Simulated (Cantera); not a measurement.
Charge: 1 mol MgSO₄, 1.5 mol H₂O, 0.011 mol H₂, held at 0.150 bar.

These are equilibrium values from Cantera (NASA tables, ideal gas, pure condensed phases), not measurements of a reactor. Candidate condensed phases: H₂O, H₂SO₄, Mg, MgO, Mg(OH)₂, MgS, MgSO₄, S; 26 gas species. Mutual solubility and eutectic melting of coexisting phases are not modelled. The numbers say what is thermodynamically allowed, not how fast it happens.

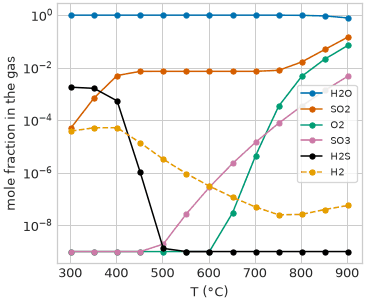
Figure: Equilibrium gas composition (values under 1e-9 drawn at 1e-9)

Question: Read off the mole fractions at 552 °C.

Answer: H₂O about 0.99, SO₂ about 0.0072, H₂ about 9.3e-7, SO₃ about 2.7e-8.
